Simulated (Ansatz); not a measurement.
Frequency calculation of C$_{2}$H$_{2}$ClSi (charge +1)

The run: frequency calculation of C$_{2}$H$_{2}$ClSi, charge +1, SMILES C=C=[Si+]Cl. Method and program: RKS B3LYP-D4/def2-SVP (Ansatz 0.2.0).

It belongs to a series of runs on one base structure; here: vibrations at the highest image of the band.

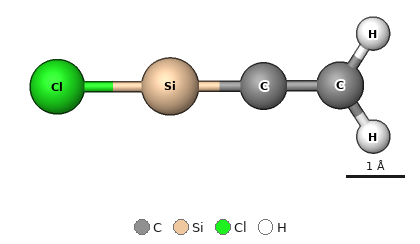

Figure 1. The structure (ball-and-stick view, seen at a tilt).

### The input
```yaml
crystal:
  periodic: [false, false, false]
  atoms:
    - { symbol: C, position_ang: [-0.280088, 1.313927, 0.015017] }
    - { symbol: C, position_ang: [0.003775, 0.011607, -0.001436] }
    - { symbol: Si, position_ang: [0.338857, -1.577397, -0.019518] }
    - { symbol: Cl, position_ang: [0.741536, -3.498634, -0.037901] }
    - { symbol: H, position_ang: [-0.573053, 1.826724, 0.943772] }
    - { symbol: H, position_ang: [-0.231027, 1.923763, -0.899934] }
total_charge: 1
basis:
  gaussian: { orbitals: def2-SVP }
hamiltonian:
  xc: b3lyp
  dispersion: d4
phonons: {}
```

Run on 1 thread of Arm Neoverse V1, 24 GiB of memory available, shared host.

Launched with:
```bash
ansatz run input.yaml --threads 1 --pin off --max-ram 2048MiB --backend cpu --events-out ev --progress --plain --runs-dir out
```

### What the program printed
```
Engine: ansatz 0.2.0, aarch64-unknown-linux-gnu
Functional definition: B3LYP
  parameter a0 = 0.2
  parameter ax = 0.72
  parameter ac = 0.81
  exchange = (1 - a0 - ax)*slater_x + ax*b88_x + a0*exact_x
  correlation = (1 - ac)*vwn_rpa_c + ac*lyp_c
779 factors; integrals over basis functions are off by at most 4.2e-4 eV
mean field evaluation 1: about -22473.6283 eV, gradient 7.0e1 eV
mean field evaluation 2: about -22366.1202 eV, gradient 1.7e2 eV
mean field evaluation 4: about -22487.4064 eV, gradient 2.0e1 eV
mean field evaluation 8: about -22488.6074 eV, gradient 1.4e-1 eV
mean field evaluation 16: about -22488.6161 eV, gradient 3.5e-5 eV
mean field -22488.61610577 eV, -826.4413985555 hartree, gradient 3.5e-5 eV, S^2 0.000000; 0 other end points of the search recorded, 0 dependent functions left out
the calculation of the forces begins
reference -22488.61632581 eV, -826.4414066418 hartree; 22, 22 occupied and 52, 52 virtual orbitals, 779 factors
these checks for a lower state are left out or cut short: stability, starts, cluster_reference, orbital_swaps, neighbouring_geometries, increment
779 factors; integrals over basis functions are off by at most 4.2e-4 eV
mean field -22488.61606465 eV, -826.4413970444 hartree, gradient 2.4e-6 eV, S^2 0.000000; 0 other end points of the search recorded, 0 dependent functions left out
[... from here on the field's lines of each further geometry are left out, up to the last ...]
the calculation of the forces begins
reference -22488.61624832 eV, -826.4414037941 hartree; 22, 22 occupied and 52, 52 virtual orbitals, 779 factors
these checks for a lower state are left out or cut short: stability, starts, cluster_reference, orbital_swaps, neighbouring_geometries, increment
779 factors; integrals over basis functions are off by at most 4.2e-4 eV
mean field -22488.61602833 eV, -826.4413957096 hartree, gradient 1.9e-6 eV, S^2 0.000000; 0 other end points of the search recorded, 0 dependent functions left out
the calculation of the forces begins
reference -22488.61624839 eV, -826.4414037967 hartree; 22, 22 occupied and 52, 52 virtual orbitals, 779 factors
WARN: phonons: modes at or below zero, which the zero-point energy, F, S and C_V leave out: 1, the lowest at -333.22 cm⁻¹. A minimum has none, and a first-order saddle one
Total energy: -22488.81567218 eV, -826.4487324858 hartree
Atom 0 at    -0.280088     1.313927     0.015017 Å, force     0.007787     0.001256    -0.009320 eV/Å
Atom 1 at     0.003775     0.011607    -0.001436 Å, force    -0.011226    -0.000044     0.008479 eV/Å
Atom 2 at     0.338857    -1.577397    -0.019518 Å, force     0.002116     0.000008     0.000470 eV/Å
Atom 3 at     0.741536    -3.498634    -0.037901 Å, force     0.001434     0.000748    -0.001748 eV/Å
Atom 4 at    -0.573053     1.826724     0.943772 Å, force     0.000420    -0.002432     0.000304 eV/Å
Atom 5 at    -0.231027     1.923763    -0.899934 Å, force    -0.000531     0.000464     0.001816 eV/Å
Dipole moment:    -0.096461     0.447742     0.004868 e Å
Vibrations: -333.22 121.93 168.55 290.97 515.29 958.91 972.23 1058.65 1414.21 1776.65 3088.82 3187.50 cm⁻¹, zero-point energy 0.840223 eV
```

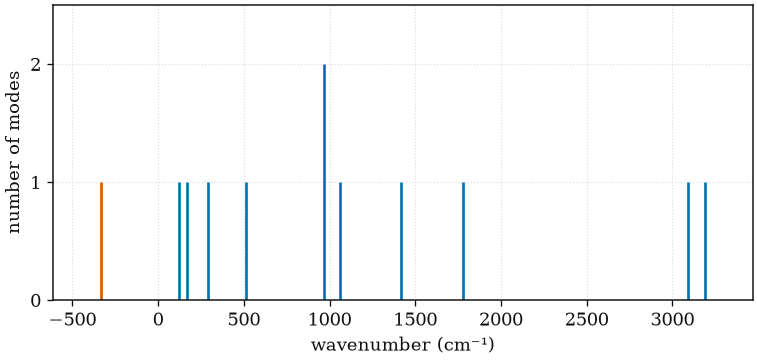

Figure 2. Harmonic vibrational wavenumbers from the force constants; neighbouring modes closer than 16 cm⁻¹ are counted in one stick, and imaginary ones are drawn at negative wavenumbers. 12 modes from 333i to 3187 cm⁻¹, 1 imaginary beyond 8i (333i cm⁻¹): a first-order saddle point, if the geometry is stationary.

### Summary

- outcome: converged
- total energy: −22488.8157 eV
- mean-field energy: −22488.6163 eV
- largest force (length of the vector): 0.014 eV/Å
- wall time: 52 s
- peak memory: 0.13 GiB
